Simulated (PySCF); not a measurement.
**How the numerical set-up moves the result for AsO2**

Aim: see how much the energy and properties of AsO2 depend on the numerical set-up.

Program: PySCF 2.14.0. Level of theory: method and basis as typed in the scripts. These are calculated values, not measurements.

## Step 1: Starting geometry

AsO2: 3 atoms, charge 0, spin multiplicity 2.

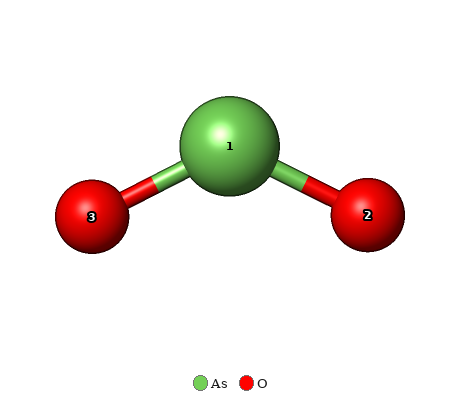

The starting geometry (arsenic green, oxygen red); atoms are numbered from 1 in the order of the file.

As a file:

| atom | x (Å) | y (Å) | z (Å) |
| --- | --- | --- | --- |
| As1 | 0.21950 | 0.00000 | 0.00000 |
| O2 | -0.51400 | 0.00000 | 1.45160 |
| O3 | -0.51400 | 0.00000 | -1.45160 |

## Step 2: Base script

input.py

```python
from pyscf import gto, scf, mp

mol = gto.M(
    atom='As 0.2195 0 0; O -0.514 0 1.4516; O -0.514 0 -1.4516',
    basis='x2c-svpall',
    charge=0,
    spin=1,
    verbose=3,
)
mf = scf.UHF(mol)
mf = mf.sfx2c1e()
mf.kernel()
mp.MP2(mf, frozen=11).kernel()
mf.dip_moment()
print('orbital energies (hartree):', [e[max(0, n-3):n+3].round(4) for e, n in zip(mf.mo_energy, mol.nelec)])
```

On the command line:

```console
$ OMP_NUM_THREADS=1 python input.py
```

The log of this run is left out.

In short: E(SCF) = -2408.228960 Eh, E(MP2) − E(SCF) = -0.61512 Eh, ⟨S²⟩ = 0.819, μ = 2.53 D (of the SCF density).

## Step 3: Jorge-dzp (X2C off)

Run 1 changes basis set: x2c-svpall → jorge-dzp; spin-free X2C: on → off.

input.py, as its differences from that of step 2:

```diff
@@ -4,3 +4,3 @@
     atom='As 0.2195 0 0; O -0.514 0 1.4516; O -0.514 0 -1.4516',
-    basis='x2c-svpall',
+    basis='jorge-dzp',
     charge=0,
@@ -10,3 +10,2 @@
 mf = scf.UHF(mol)
-mf = mf.sfx2c1e()
 mf.kernel()
```

On the command line:

```console
$ OMP_NUM_THREADS=1 python input.py
```

The log of the run:

```text
converged SCF energy = -2383.75276511634  <S^2> = 0.81660225  2S+1 = 2.0655287
E(UMP2) = -2384.49989705363  E_corr = -0.747131937298562
E(SCS-UMP2) = -2384.43740120866  E_corr = -0.684636092323879
Dipole moment(X, Y, Z, Debye):  2.70621, -0.00000, -0.00000
orbital energies (hartree): [array([-0.5349, -0.5155, -0.4746, -0.0064,  0.1557,  0.2083]), array([-0.5492, -0.4842, -0.4305, -0.0457,  0.0128,  0.1695])]
```

Run time: 3.3 s. Hardware: 1 thread of Arm Neoverse N1, shared host; peak memory 0.17 GiB.

Result: E(SCF) = -2383.752765 Eh, E(MP2) − E(SCF) = -0.74713 Eh, ⟨S²⟩ = 0.817, μ = 2.71 D (of the SCF density).

## Step 4: Def2-svp (X2C off)

Run 2 changes basis set: x2c-svpall → def2-svp; spin-free X2C: on → off.

input.py, as its differences from that of step 2:

```diff
@@ -4,3 +4,3 @@
     atom='As 0.2195 0 0; O -0.514 0 1.4516; O -0.514 0 -1.4516',
-    basis='x2c-svpall',
+    basis='def2-svp',
     charge=0,
@@ -10,3 +10,2 @@
 mf = scf.UHF(mol)
-mf = mf.sfx2c1e()
 mf.kernel()
```

On the command line:

```console
$ OMP_NUM_THREADS=1 python input.py
```

The log of the run:

```text
converged SCF energy = -2383.41373581612  <S^2> = 0.81590787  2S+1 = 2.0648563
E(UMP2) = -2384.0243340036  E_corr = -0.610598187472593
E(SCS-UMP2) = -2383.98604744369  E_corr = -0.572311627568574
Dipole moment(X, Y, Z, Debye):  2.54118, -0.00000,  0.00000
orbital energies (hartree): [array([-0.5275, -0.5127, -0.4715,  0.0093,  0.1608,  0.2047]), array([-0.5419, -0.4831, -0.4355, -0.0383,  0.0319,  0.1765])]
```

Wall time 2.2 s (1 thread of Arm Neoverse N1, shared host).

Result: E(SCF) = -2383.413736 Eh, E(MP2) − E(SCF) = -0.61060 Eh, ⟨S²⟩ = 0.816, μ = 2.54 D (of the SCF density).

## Step 5: Spin-free X2C off

Run 3 changes spin-free X2C: on → off.

input.py, as its differences from that of step 2:

```diff
@@ -10,3 +10,2 @@
 mf = scf.UHF(mol)
-mf = mf.sfx2c1e()
 mf.kernel()
```

On the command line:

```console
$ OMP_NUM_THREADS=1 python input.py
```

The log of the run:

```text
converged SCF energy = -2373.16301644885  <S^2> = 0.8134828  2S+1 = 2.062506
E(UMP2) = -2373.77765199819  E_corr = -0.614635549337918
E(SCS-UMP2) = -2373.73883013606  E_corr = -0.575813687210466
Dipole moment(X, Y, Z, Debye):  2.52826,  0.00000, -0.00000
orbital energies (hartree): [array([-0.5292, -0.513 , -0.4713,  0.0064,  0.1611,  0.2037]), array([-0.5453, -0.4846, -0.4389, -0.0409,  0.0298,  0.1767])]
```

Run time: 2.5 s. Hardware: 1 thread of Arm Neoverse N1, shared host.

The spin-free X2C (off) was meant as a poor choice, so the numbers below may not describe AsO2 as the base run means it. Outcome: E(SCF) = -2373.163016 Eh, E(MP2) − E(SCF) = -0.61464 Eh, ⟨S²⟩ = 0.813, μ = 2.53 D (of the SCF density).

## Step 6: Comparison

| run | E(SCF) (hartree) | from base (eV) | gap, α spin (eV) | SCF dipole (D) | functions | after the SCF |
| --- | --- | --- | --- | --- | --- | --- |
| base | -2408.228960 | 0 | 13.16 | 2.53 | 60 | MP2 correlation -16.738 eV, core frozen |
| jorge-dzp (X2C off) | -2383.752765 | not comparable | 12.74 | 2.71 | 73 | MP2 correlation -20.330 eV, core frozen |
| def2-svp (X2C off) | -2383.413736 | not comparable | 13.08 | 2.54 | 60 | MP2 correlation -16.615 eV, core frozen |
| spin-free X2C off (poor choice) | -2373.163016 | not comparable | 13.00 | 2.53 | 60 | MP2 correlation -16.725 eV, core frozen |

Wall time on 1 thread of Arm Neoverse N1, shared host, start-up included: base 2.6 s; jorge-dzp (X2C off) 3.3 s; def2-svp (X2C off) 2.2 s; spin-free X2C off (poor choice) 2.5 s.

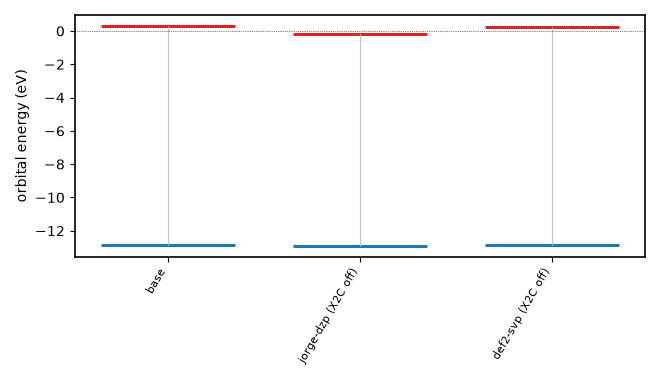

Highest filled (blue) and lowest empty (red) level of each run. Open-shell runs show the α spin alone. Unsound runs are left out.

**Reading.** Rows marked «poor choice» come from settings spoiled on purpose.
